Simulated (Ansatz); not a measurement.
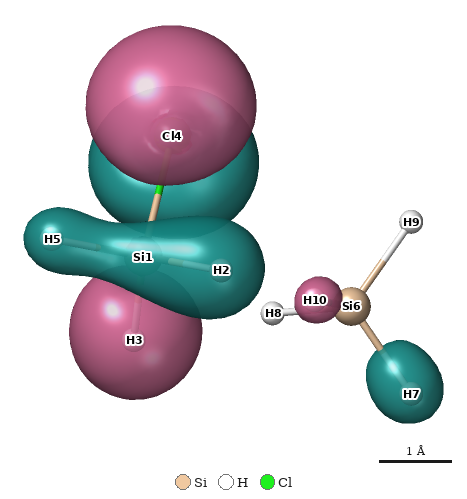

Figure. ClH3Si···SiH4. The HOMO−1 at ±0.1 Å⁻³ᐟ² (teal and pink are the two phases), seen at a tilt.

Not at a stationary point (largest force 0.9 eV/Å).

Level of theory: RHF/def2-SVP (Ansatz).

```json
{"atom": "Si", "x (Å)": "-0.2212", "y (Å)": "-0.3102", "z (Å)": "-0.1220"}
{"atom": "H", "x (Å)": "-0.2553", "y (Å)": "-0.4235", "z (Å)": "1.3346"}
{"atom": "H", "x (Å)": "1.1504", "y (Å)": "-0.0708", "z (Å)": "-0.5916"}
{"atom": "Cl", "x (Å)": "-1.4438", "y (Å)": "1.2719", "z (Å)": "-0.6924"}
{"atom": "H", "x (Å)": "-0.7597", "y (Å)": "-1.5219", "z (Å)": "-0.7722"}
{"atom": "Si", "x (Å)": "1.1738", "y (Å)": "2.5018", "z (Å)": "1.2930"}
{"atom": "H", "x (Å)": "2.4240", "y (Å)": "2.7299", "z (Å)": "2.0596"}
{"atom": "H", "x (Å)": "1.4892", "y (Å)": "2.5394", "z (Å)": "-0.1482"}
{"atom": "H", "x (Å)": "0.2000", "y (Å)": "3.5640", "z (Å)": "1.6281"}
{"atom": "H", "x (Å)": "0.6287", "y (Å)": "1.1966", "z (Å)": "1.6754"}
```

### Where does this orbital lie, and at what energy?

Its weight (Hirshfeld) is mainly on Cl4 (about 65 %), Si1 (about 15 %) and H3 (about 10 %). Its energy is −12.29 eV.
